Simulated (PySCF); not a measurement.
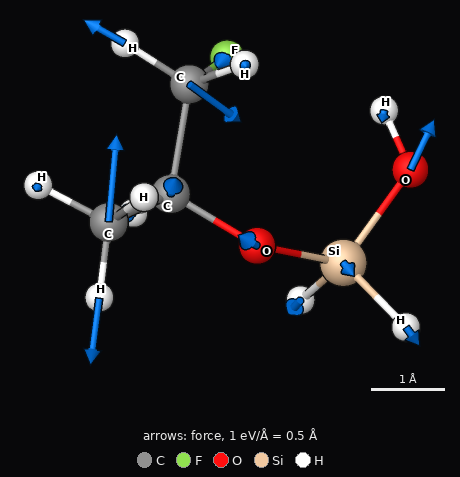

Starting geometry of C$_{3}$H$_{9}$FO$_{2}$Si with the computed forces as blue arrows. A ball-and-stick model, seen at a tilt.

The start comes from GFN2-xTB. Its atoms were then displaced at random by about 0.01 Å.

Method: PySCF 2.14.0, density-fitted response routines, PBE0-D3(BJ)/def2-SVP geometry optimisation, gas phase. 

> Is this structure relaxed? If not, where do the atoms go?

It isn't relaxed: the largest force vector, on a C atom, is 2.48 eV/Å. The final displacements have little in common with the starting forces (cosine between the two patterns 0.14). The atom that moves furthest after the best rigid fit is an H atom (0.39 Å). By element the largest moves are H 0.39 Å, F 0.23 Å, O 0.18 Å, C 0.11 Å, Si 0.04 Å. Near-neighbour distances that change, for instance: C–H 1.048 → 1.099 Å, H–Si 1.451 → 1.495 Å, O–Si 1.632 → 1.672 Å, O–Si 1.617 → 1.655 Å. Bond angles that change, for instance: Si–O–H 122.3° → 113.0°, O–Si–H 99.5° → 105.9°, H–Si–H 118.0° → 112.8°. After 7 geometry steps the energy has fallen by 28.4 kJ/mol.
